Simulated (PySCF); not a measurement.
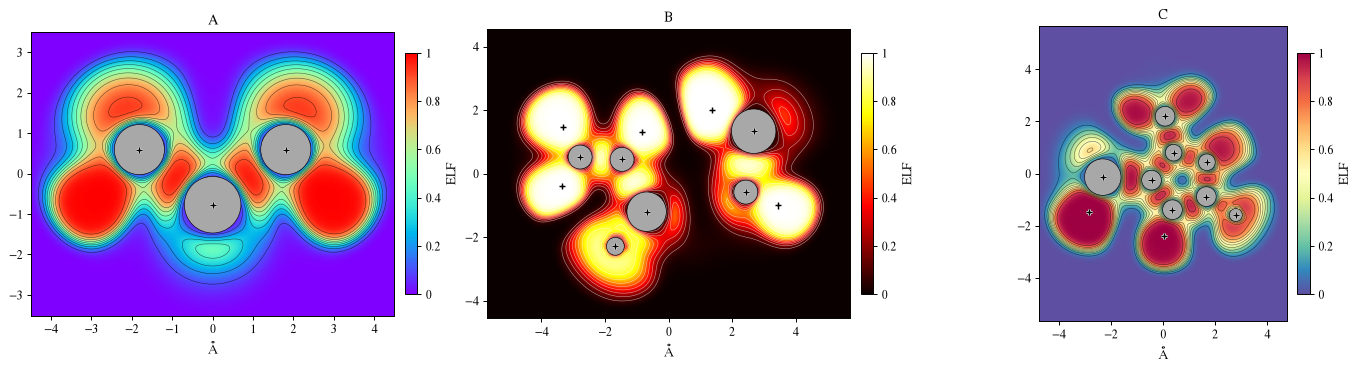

The electron localisation function of 3 systems, each on a plane through atoms (crosses mark nuclei in the plane; grey discs cover the cores).

Theory: PBE0/pcSseg-1, SCF density, gas phase, non-relativistic in PySCF 2.14.0.

System 1: C₅H₉FN₂Si (SMILES CCn1nc(F)cc1[SiH3]), the plane of atoms C5, C7 and C8. Geometry: GFN2-xTB.

```
atom    x (Å)    y (Å)    z (Å)
   C   2.1301  -0.8636  -0.2551
   C   0.9217  -1.0586   0.6573
   N   0.1091   0.1261   0.7032
   N   0.4104   1.0837   1.5736
   C  -0.4537   2.0502   1.3332
   F  -0.4420   3.1758   2.0446
   C  -1.3244   1.7263   0.2932
   C  -0.9259   0.4570  -0.1027
  Si  -1.6551  -0.6458  -1.4300
   H   1.8106  -0.6670  -1.2759
   H   2.7216  -0.0214   0.0945
   H   2.7507  -1.7550  -0.2462
   H   0.3057  -1.8899   0.3065
   H   1.2577  -1.2584   1.6776
   H  -2.1193   2.3206  -0.1053
   H  -2.6241   0.1425  -2.1835
   H  -2.2982  -1.7953  -0.7857
   H  -0.5837  -1.1207  -2.3109
```

System 2: C₇H₁₁OPSi, the plane of atoms P3, C2 and H13. Geometry: GFN2-xTB.

```yaml
atoms:
  - { symbol: C, position_ang: [3.3259, 0.8321, -0.0888] }
  - { symbol: C, position_ang: [2.0250, 0.6276, -0.1961] }
  - { symbol: P, position_ang: [1.2035, -0.3946, 1.0646] }
  - { symbol: O, position_ang: [2.1331, -0.8866, 2.0897] }
  - { symbol: C, position_ang: [0.3200, -1.6836, 0.1657] }
  - { symbol: C, position_ang: [-0.9743, -1.5986, -0.1184] }
  - { symbol: C, position_ang: [-1.8459, -0.4330, 0.1572] }
  - { symbol: Si, position_ang: [-2.0206, 0.6151, -1.4564] }
  - { symbol: C, position_ang: [-1.4108, 0.4532, 1.2615] }
  - { symbol: C, position_ang: [-0.1645, 0.5943, 1.6978] }
  - { symbol: H, position_ang: [3.8630, 0.3915, 0.7367] }
  - { symbol: H, position_ang: [3.8929, 1.4240, -0.7902] }
  - { symbol: H, position_ang: [1.4297, 1.0394, -0.9973] }
  - { symbol: H, position_ang: [0.8898, -2.5818, -0.0330] }
  - { symbol: H, position_ang: [-1.4705, -2.4288, -0.6089] }
  - { symbol: H, position_ang: [-2.8559, -0.7951, 0.3765] }
  - { symbol: H, position_ang: [-2.9620, 1.6977, -1.1736] }
  - { symbol: H, position_ang: [-2.5433, -0.2700, -2.4964] }
  - { symbol: H, position_ang: [-0.7160, 1.1474, -1.8347] }
  - { symbol: H, position_ang: [-2.2061, 1.0315, 1.7189] }
  - { symbol: H, position_ang: [0.0780, 1.2355, 2.5350] }
```

System 3: H₆P₂Si (SMILES P[SiH2]P), the plane of atoms P1, Si2 and P3. Geometry: PBE0-D3(BJ)/def2-SVP.

```csv
atom,x (Å),y (Å),z (Å)
P,-1.7844,0.3167,-0.7960
Si,0.0113,-0.6514,0.1897
P,1.8360,0.2928,-0.7672
H,-2.7129,-0.2021,0.1596
H,-1.6125,1.5470,-0.0876
H,-0.0004,-0.5354,1.6819
H,0.0053,-2.1012,-0.1725
H,2.7424,-0.2461,0.1982
H,1.6750,1.5223,-0.0549
```

Q: Match each panel to its system.

A: Panel A is system 3, H₆P₂Si: the plane holds P and Si. Si–P (2.27 Å): the ELF peaks at about 0.95 between the atoms: localised, covalent bonding. Panel B is system 2, C₇H₁₁OPSi: the plane holds C, P, O, Si and H. C–C (1.32 Å): the ELF peaks at about 0.95 between the atoms: a short, multiple covalent bond. Panel C is system 1, C₅H₉FN₂Si: the plane holds C, N, F, Si and H. C–N (1.32 Å): the ELF peaks at about 0.90 between the atoms, as expected for localised, covalent bonding.
